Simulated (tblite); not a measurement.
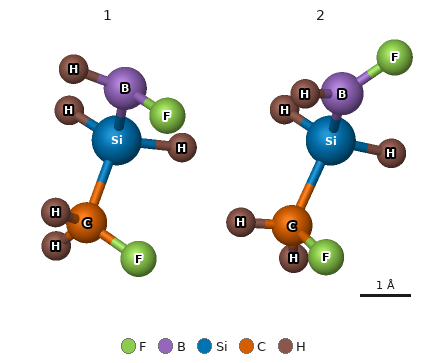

Two geometries of CH$_{5}$BF$_{2}$Si, drawn at one scale. One is the start of a relaxation, the other its converged end. A ball-and-stick model, seen from a free direction.

These are results of tblite 0.8.0, GFN2-xTB geometry optimisation, gas phase, not measurements. 

### Which geometry has the lower energy?

Structure 2 is the relaxed one. The largest move after the best rigid fit is that of an F atom, 1.36 Å. By element the largest moves are F 1.36 Å, H 0.95 Å, B 0.27 Å, C 0.21 Å, Si 0.13 Å. Near-neighbour distances that change, for instance: B–F 1.455 → 1.314 Å, C–Si 1.879 → 1.929 Å, C–H 1.135 → 1.093 Å, B–Si 1.939 → 1.980 Å. Among the angles between lasting bonds that change: Si–B–H 113.3° → 126.6°, F–C–H 115.6° → 106.2°, C–Si–H 110.8° → 103.3°. Groups turn about C–Si by about 40°. After 109 geometry steps the energy has fallen by 0.925 eV.
